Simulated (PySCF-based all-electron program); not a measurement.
```xyz
3
charge 0, multiplicity 1
Sc    0.0000    0.0000    0.0000
O    -0.7087    0.9740    1.2091
F    -0.4719    0.1610   -1.4212
```

Geometry: a fixed input geometry, not necessarily a minimum.

What structure does this define?

It has 3 atoms: 1 scandium, 1 oxygen and 1 fluorine (ScOF). Coordination: 1 Sc bent.

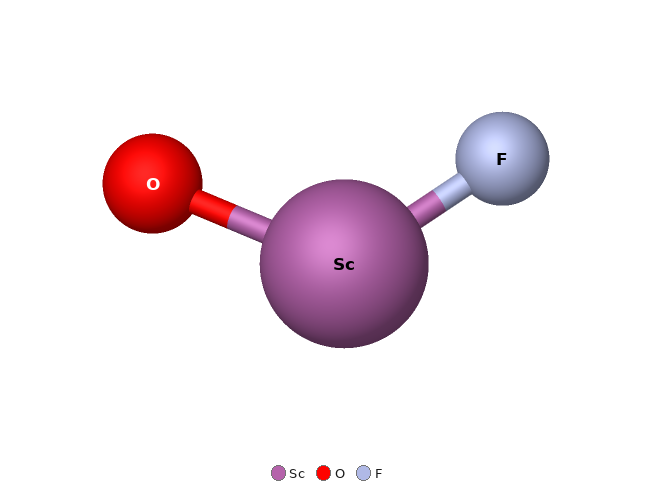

The picture comes from a calculation with PySCF-based all-electron program.
